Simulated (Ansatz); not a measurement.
# Nudged elastic band, with input and output: SiH5ClO2 (part 1 of 2)

SiH5ClO2, computed with RKS PBE0/6-31G* (Ansatz 0.2.0).

It belongs to a series of runs on one base structure; here: band between the two ends.

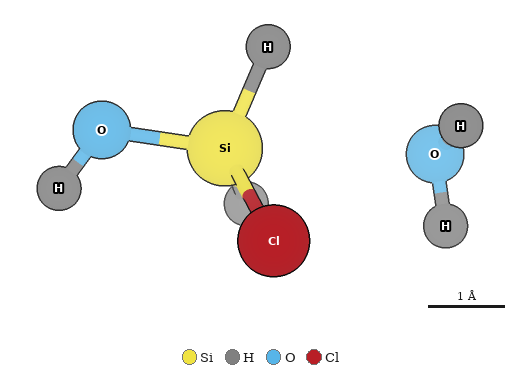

*The structure as given in the input (ball-and-stick view, seen at a tilt).*

## Input file
```yaml
crystal:
  periodic: [false, false, false]
  atoms:
    - { symbol: Si, position_ang: [0.287585, -0.134937, -0.111974] }
    - { symbol: H, position_ang: [0.501731, -0.185735, 1.351456] }
    - { symbol: O, position_ang: [1.730432, 0.054191, -0.899742] }
    - { symbol: H, position_ang: [2.437446, -0.556071, -0.659339] }
    - { symbol: H, position_ang: [-0.549218, 0.952182, -0.644291] }
    - { symbol: Cl, position_ang: [-0.523438, -1.982262, -0.658371] }
    - { symbol: O, position_ang: [-2.191379, -0.066221, 1.249024] }
    - { symbol: H, position_ang: [-2.809484, -0.142378, 0.509496] }
    - { symbol: H, position_ang: [-2.174475, -0.957869, 1.622639] }
basis:
  gaussian: { orbitals: "6-31G*" }
hamiltonian:
  xc: pbe0
neb:
  order_check: false
  images: 7
  f_tol: 0.03
  max_iterations: 60
  final_atoms:
    - { symbol: Si, position_ang: [-0.10068629, -0.18836358, -0.88119188] }
    - { symbol: H, position_ang: [-1.71190932, 0.38458527, 3.554696] }
    - { symbol: O, position_ang: [1.53261906, -0.20274551, -0.81289231] }
    - { symbol: H, position_ang: [1.94730424, -1.00104336, -0.46260396] }
    - { symbol: H, position_ang: [-0.4892044, 1.18980363, -1.22059253] }
    - { symbol: Cl, position_ang: [-0.83251547, -1.42205717, -2.37488171] }
    - { symbol: O, position_ang: [-0.7142443, -0.74266952, 0.54394972] }
    - { symbol: H, position_ang: [-1.54158434, -1.23620828, 0.49879458] }
    - { symbol: H, position_ang: [-1.38057917, 0.19959851, 2.9136201] }
  initial_path:
    images:
      - { positions_ang: [[0.287585, -0.134937, -0.111974], [0.501731, -0.185735, 1.351456], [1.730432, 0.054191, -0.899742], [2.437446, -0.556071, -0.659339], [-0.549218, 0.952182, -0.644291], [-0.523438, -1.982262, -0.658371], [-2.191379, -0.066221, 1.249024], [-2.809484, -0.142378, 0.509496], [-2.174475, -0.957869, 1.622639]] }
      - { positions_ang: [[0.21682493, -0.10044301, -0.08040047], [0.38308386, -0.16427405, 1.46890444], [1.69314469, 0.0412734, -0.81625122], [2.29708279, -0.65396841, -0.67962653], [-0.5778684, 1.02262297, -0.58177571], [-0.65357088, -1.90446563, -0.68838746], [-2.10428299, -0.13202098, 1.09773006], [-2.68379956, -0.34756472, 0.3843029], [-1.86141444, -0.78025957, 1.654402]] }
      - { positions_ang: [[0.14606485, -0.06594901, -0.04882695], [0.26443672, -0.14281311, 1.58635287], [1.65585738, 0.02835581, -0.73276044], [2.15671958, -0.75186581, -0.69991406], [-0.60651879, 1.09306394, -0.51926042], [-0.78370377, -1.82666926, -0.71840391], [-2.01718697, -0.19782096, 0.94643612], [-2.55811513, -0.55275145, 0.25910979], [-1.54835388, -0.60265015, 1.686165]] }
      - { positions_ang: [[0.07530478, -0.03145502, -0.01725342], [0.14578958, -0.12135216, 1.70380131], [1.61857007, 0.01543821, -0.64926966], [2.01635637, -0.84976322, -0.7202016], [-0.63516919, 1.16350491, -0.45674513], [-0.91383665, -1.74887289, -0.74842037], [-1.93009096, -0.26362093, 0.79514218], [-2.43243069, -0.75793817, 0.13391669], [-1.23529331, -0.42504072, 1.717928]] }
      - { positions_ang: [[0.00454471, 0.00303897, 0.0143201], [0.02714244, -0.09989122, 1.82124974], [1.58128277, 0.00252061, -0.56577888], [1.87599315, -0.94766062, -0.74048913], [-0.66381958, 1.23394588, -0.39422984], [-1.04396953, -1.67107652, -0.77843682], [-1.84299495, -0.32942091, 0.64384824], [-2.30674625, -0.9631249, 0.00872359], [-0.92223275, -0.2474313, 1.749691]] }
      - { positions_ang: [[-0.02176304, -0.04481166, -0.20955789], [-0.4076205, 0.02122791, 2.25461131], [1.56911684, -0.04879592, -0.62755724], [1.89382093, -0.96100631, -0.67101784], [-0.62016579, 1.22291032, -0.60082051], [-0.99110602, -1.60882168, -1.17754804], [-1.56080728, -0.43273306, 0.61887361], [-2.11545577, -1.03139574, 0.13124134], [-1.03681936, -0.13567385, 2.04067328]] }
      - { positions_ang: [[-0.04807079, -0.0926623, -0.43343589], [-0.84238344, 0.14234703, 2.68797287], [1.55695091, -0.10011245, -0.6893356], [1.9116487, -0.97435199, -0.60154654], [-0.57651199, 1.21187475, -0.80741119], [-0.9382425, -1.54656684, -1.57665927], [-1.27861962, -0.53604521, 0.59389898], [-1.9241653, -1.09966659, 0.25375908], [-1.15140596, -0.02391639, 2.33165555]] }
      - { positions_ang: [[-0.07437854, -0.14051294, -0.65731389], [-1.27714638, 0.26346615, 3.12133444], [1.54478499, -0.15142898, -0.75111395], [1.92947647, -0.98769767, -0.53207525], [-0.5328582, 1.20083919, -1.01400186], [-0.88537899, -1.48431201, -1.97577049], [-0.99643196, -0.63935737, 0.56892435], [-1.73287482, -1.16793743, 0.37627683], [-1.26599257, 0.08784106, 2.62263783]] }
      - { positions_ang: [[-0.10068629, -0.18836358, -0.88119188], [-1.71190932, 0.38458527, 3.554696], [1.53261906, -0.20274551, -0.81289231], [1.94730424, -1.00104336, -0.46260396], [-0.4892044, 1.18980363, -1.22059253], [-0.83251547, -1.42205717, -2.37488171], [-0.7142443, -0.74266952, 0.54394972], [-1.54158434, -1.23620828, 0.49879458], [-1.38057917, 0.19959851, 2.9136201]] }
```

Run on 1 thread of Arm Neoverse V1, 24 GiB of memory available, shared host.

Command:
```bash
ansatz run input.yaml --threads 1 --pin off --max-ram 2048MiB --backend cpu --events-out ev --progress --plain --runs-dir out
```

## Log
```
Engine: ansatz 0.2.0, aarch64-unknown-linux-gnu
Functional definition: PBE0
  parameter a = 0.25
  parameter kappa = 0.804
  parameter beta = 0.06672455060314922
  exchange = (1 - a)*pbe_x(kappa = kappa, mu = beta*pi^2/3) + a*exact_x
  correlation = pbe_c(beta = beta)
807 factors; integrals over basis functions are off by at most 7.2e-4 eV
mean field evaluation 1: about -24558.6092 eV, gradient 6.1e1 eV
mean field evaluation 2: about -24549.9181 eV, gradient 9.2e1 eV
mean field evaluation 4: about -24564.8766 eV, gradient 3.6e0 eV
mean field evaluation 8: about -24564.9155 eV, gradient 2.1e-2 eV
mean field -24564.91545254 eV, -902.7439921832 hartree, gradient 4.0e-5 eV, S^2 0.000000; 0 other end points of the search recorded, 0 dependent functions left out
the calculation of the forces begins
reference -24564.91547710 eV, -902.7439930857 hartree; 26, 26 occupied and 52, 52 virtual orbitals, 807 factors
807 factors; integrals over basis functions are off by at most 9.2e-4 eV
mean field evaluation 16: about -24550.7086 eV, gradient 9.2e1 eV
mean field -24565.72496290 eV, -902.7737411402 hartree, gradient 3.8e-5 eV, S^2 0.000000; 0 other end points of the search recorded, 0 dependent functions left out
[... from here on the field's lines of each further geometry are left out, up to the last ...]
NEB iter   1: max|band force component| = 1.742e1 eV/Å  barrier→ = 5.6504 eV  barrier← = 6.4599 eV  Δτ_max = 0.2000 Å  (230 SCF iters)
NEB iter   2: max|band force component| = 3.278e0 eV/Å  barrier→ = 3.4177 eV  barrier← = 4.2272 eV  Δτ_max = 0.1991 Å  (202 SCF iters)
NEB iter   3: max|band force component| = 2.107e0 eV/Å  barrier→ = 2.0615 eV  barrier← = 2.8710 eV  Δτ_max = 0.1984 Å  (199 SCF iters)
NEB iter   4: max|band force component| = 1.344e0 eV/Å  barrier→ = 1.5666 eV  barrier← = 2.3761 eV  Δτ_max = 0.1975 Å  (197 SCF iters)
NEB iter   5: max|band force component| = 1.414e0 eV/Å  barrier→ = 1.6178 eV  barrier← = 2.4273 eV  Δτ_max = 0.1014 Å  (193 SCF iters)
NEB iter   6: max|band force component| = 1.842e0 eV/Å  barrier→ = 1.6371 eV  barrier← = 2.4466 eV  Δτ_max = 0.0503 Å  (196 SCF iters)
NEB iter   7: max|band force component| = 1.185e0 eV/Å  barrier→ = 1.6496 eV  barrier← = 2.4591 eV  Δτ_max = 0.0504 Å  (200 SCF iters)
NEB iter   8: max|band force component| = 1.060e0 eV/Å  barrier→ = 1.6344 eV  barrier← = 2.4439 eV  CI = image 3  Δτ_max = 0.1027 Å  (200 SCF iters)
NEB iter   9: max|band force component| = 8.129e-1 eV/Å  barrier→ = 1.7025 eV  barrier← = 2.5120 eV  CI = image 3  Δτ_max = 0.2000 Å  (197 SCF iters)
NEB iter  10: max|band force component| = 9.240e-1 eV/Å  barrier→ = 1.8309 eV  barrier← = 2.6404 eV  CI = image 3  Δτ_max = 0.1004 Å  (199 SCF iters)
NEB iter  11: max|band force component| = 3.522e-1 eV/Å  barrier→ = 1.8140 eV  barrier← = 2.6235 eV  CI = image 3  Δτ_max = 0.0835 Å  (197 SCF iters)
NEB iter  12: max|band force component| = 2.879e-1 eV/Å  barrier→ = 1.8019 eV  barrier← = 2.6114 eV  CI = image 3  Δτ_max = 0.1173 Å  (201 SCF iters)
NEB iter  13: max|band force component| = 3.544e-1 eV/Å  barrier→ = 1.7841 eV  barrier← = 2.5936 eV  CI = image 3  Δτ_max = 0.0599 Å  (196 SCF iters)
NEB iter  14: max|band force component| = 2.403e-1 eV/Å  barrier→ = 1.7701 eV  barrier← = 2.5796 eV  CI = image 3  Δτ_max = 0.0598 Å  (191 SCF iters)
NEB iter  15: max|band force component| = 2.855e-1 eV/Å  barrier→ = 1.7519 eV  barrier← = 2.5614 eV  CI = image 3  Δτ_max = 0.1195 Å  (196 SCF iters)
NEB iter  16: max|band force component| = 3.992e-1 eV/Å  barrier→ = 1.7006 eV  barrier← = 2.5101 eV  CI = image 3  Δτ_max = 0.1195 Å  (198 SCF iters)
NEB iter  17: max|band force component| = 5.360e-1 eV/Å  barrier→ = 1.6343 eV  barrier← = 2.4438 eV  CI = image 3  Δτ_max = 0.0597 Å  (189 SCF iters)
NEB iter  18: max|band force component| = 5.480e-1 eV/Å  barrier→ = 1.6045 eV  barrier← = 2.4140 eV  CI = image 3  Δτ_max = 0.0599 Å  (189 SCF iters)
NEB iter  19: max|band force component| = 5.501e-1 eV/Å  barrier→ = 1.5740 eV  barrier← = 2.3835 eV  CI = image 3  Δτ_max = 0.1191 Å  (190 SCF iters)
NEB iter  20: max|band force component| = 5.218e-1 eV/Å  barrier→ = 1.5204 eV  barrier← = 2.3299 eV  CI = image 3  Δτ_max = 0.1195 Å  (189 SCF iters)
NEB iter  21: max|band force component| = 4.648e-1 eV/Å  barrier→ = 1.4761 eV  barrier← = 2.2856 eV  CI = image 3  Δτ_max = 0.1196 Å  (190 SCF iters)
NEB iter  22: max|band force component| = 3.933e-1 eV/Å  barrier→ = 1.4443 eV  barrier← = 2.2538 eV  CI = image 3  Δτ_max = 0.0931 Å  (190 SCF iters)
NEB iter  23: max|band force component| = 3.016e-1 eV/Å  barrier→ = 1.4374 eV  barrier← = 2.2469 eV  CI = image 3  Δτ_max = 0.1091 Å  (190 SCF iters)
NEB iter  24: max|band force component| = 1.963e-1 eV/Å  barrier→ = 1.4382 eV  barrier← = 2.2477 eV  CI = image 3  Δτ_max = 0.0620 Å  (190 SCF iters)
NEB iter  25: max|band force component| = 1.329e-1 eV/Å  barrier→ = 1.4315 eV  barrier← = 2.2410 eV  CI = image 3  Δτ_max = 0.0777 Å  (192 SCF iters)
NEB iter  26: max|band force component| = 1.056e-1 eV/Å  barrier→ = 1.4303 eV  barrier← = 2.2398 eV  CI = image 3  Δτ_max = 0.0518 Å  (188 SCF iters)
NEB iter  27: max|band force component| = 4.647e-2 eV/Å  barrier→ = 1.4290 eV  barrier← = 2.2385 eV  CI = image 3  Δτ_max = 0.0572 Å  (189 SCF iters)
NEB iter  28: max|band force component| = 3.022e-2 eV/Å  barrier→ = 1.4290 eV  barrier← = 2.2385 eV  CI = image 3  Δτ_max = 0.0516 Å  (169 SCF iters)
NEB iter  29: max|band force component| = 3.673e-2 eV/Å  barrier→ = 1.4289 eV  barrier← = 2.2384 eV  CI = image 3  Δτ_max = 0.0258 Å  (165 SCF iters)
NEB iter  30: max|band force component| = 1.492e-1 eV/Å  barrier→ = 1.4289 eV  barrier← = 2.2384 eV  CI = image 3  Δτ_max = 0.0129 Å  (170 SCF iters)
NEB iter  31: max|band force component| = 6.394e-2 eV/Å  barrier→ = 1.4289 eV  barrier← = 2.2384 eV  CI = image 3  Δτ_max = 0.0260 Å  (157 SCF iters)
NEB iter  32: max|band force component| = 1.652e-1 eV/Å  barrier→ = 1.4289 eV  barrier← = 2.2384 eV  CI = image 3  Δτ_max = 0.0129 Å  (164 SCF iters)
NEB iter  33: max|band force component| = 3.797e-2 eV/Å  barrier→ = 1.4289 eV  barrier← = 2.2384 eV  CI = image 3  Δτ_max = 0.0259 Å  (159 SCF iters)
NEB iter  34: max|band force component| = 6.946e-2 eV/Å  barrier→ = 1.4289 eV  barrier← = 2.2384 eV  CI = image 3  Δτ_max = 0.0129 Å  (164 SCF iters)
NEB iter  35: max|band force component| = 5.443e-2 eV/Å  barrier→ = 1.4289 eV  barrier← = 2.2384 eV  CI = image 3  Δτ_max = 0.0129 Å  (151 SCF iters)
NEB iter  36: max|band force component| = 1.034e-1 eV/Å  barrier→ = 1.4289 eV  barrier← = 2.2384 eV  CI = image 3  Δτ_max = 0.0065 Å  (156 SCF iters)
NEB iter  37: max|band force component| = 3.517e-2 eV/Å  barrier→ = 1.4289 eV  barrier← = 2.2384 eV  CI = image 3  Δτ_max = 0.0129 Å  (145 SCF iters)
NEB iter  38: max|band force component| = 3.531e-2 eV/Å  barrier→ = 1.4289 eV  barrier← = 2.2384 eV  CI = image 3  Δτ_max = 0.0065 Å  (156 SCF iters)
NEB iter  39: max|band force component| = 3.725e-2 eV/Å  barrier→ = 1.4289 eV  barrier← = 2.2384 eV  CI = image 3  Δτ_max = 0.0032 Å  (142 SCF iters)
NEB iter  40: max|band force component| = 3.122e-2 eV/Å  barrier→ = 1.4289 eV  barrier← = 2.2384 eV  CI = image 3  Δτ_max = 0.0032 Å  (136 SCF iters)
NEB iter  41: max|band force component| = 3.035e-2 eV/Å  barrier→ = 1.4289 eV  barrier← = 2.2384 eV  CI = image 3  Δτ_max = 0.0032 Å  (143 SCF iters)
```
